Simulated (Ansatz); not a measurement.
LaH3: H → Na

The reference is LaH$_{3}$ (space group Fm-3m, No. 225; a = 5.501 Å; a cell from a computed database, its experimental status unchecked).

One thing is altered: every H is replaced by Na; the structure is relaxed again.

The values are results of DFT with PBEsol, PAW potentials and a 420 eV plane-wave cutoff in Ansatz (a quantum-chemistry and plane-wave program), scalar-relativistic without spin-orbit coupling, not measurements. Settings: 10×10×10 k-points, 0.05 eV Fermi–Dirac smearing.

```json
{
  "volume_per_atom": "35.04 Å³ (base 10.40 Å³)",
  "density": "2.46 g/cm³ (base 5.66 g/cm³)",
  "lattice_parameter_a": "8.245 Å (base 5.501 Å)",
  "space_group": "Fm-3m (No. 225) (base Fm-3m (No. 225))",
  "shortest_interatomic_distance": "3.570 Å (base 2.382 Å)",
  "band_gap": "zero (base zero)"
}
```

Final structure:

```xyz
4
Lattice="0.0000 4.1227 4.1227 4.1227 0.0000 4.1227 4.1227 4.1227 0.0000" Properties=species:S:1:pos:R:3 pbc="T T T"
La     0.0000     0.0000     0.0000
Na     4.1227     4.1227     4.1227
Na     6.1841     6.1841     6.1841
Na     2.0614     2.0614     2.0614
```

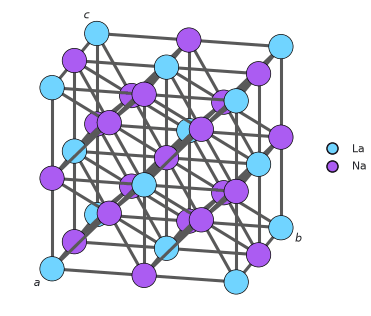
Figure: The relaxed conventional cell after the change

Cost of the whole job for the changed cell (relaxation, final SCF and bands): roughly 80 core-seconds.

Stability against distortions was not tested. For Na3La in this form, whether it has been made was not checked. All final runs are without spin polarisation. A zero or small gap of LaH3 can be the functional's error rather than a property of the material.
